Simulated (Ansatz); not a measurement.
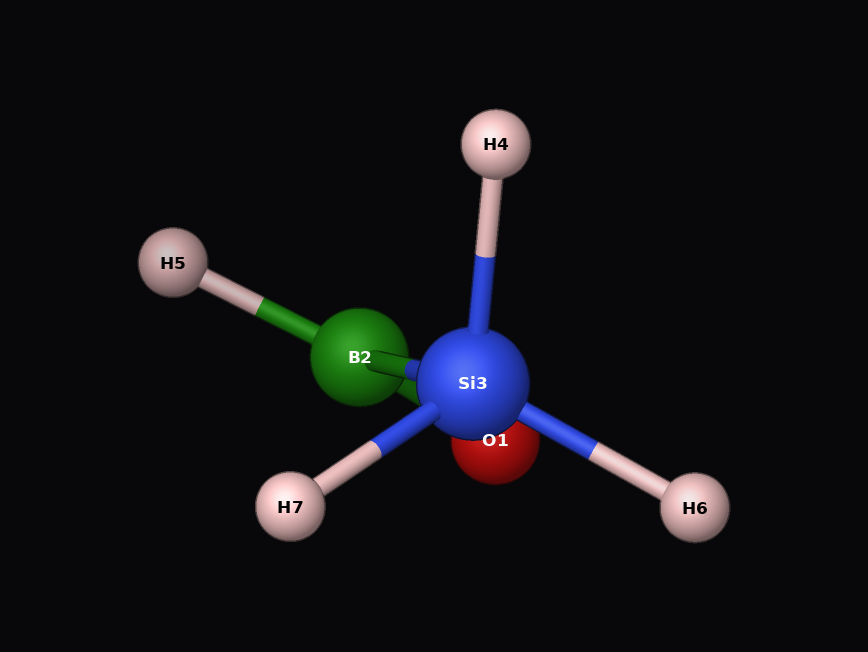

B2 lies behind Si3. The molecule seen a little off the Si3–B2 bond, Si3 in front. Distant atoms are faded towards the background colour. The species is neutral and a spin doublet. The computed structure is the end point of a PBE-D4/def2-SVP optimisation. No frequency run is at hand to confirm it as a minimum.

**What is the torsion angle H4–Si3–B2–O1? The sign is positive where the front bond must turn clockwise to cover the back bond.**

119°, anticlinal.
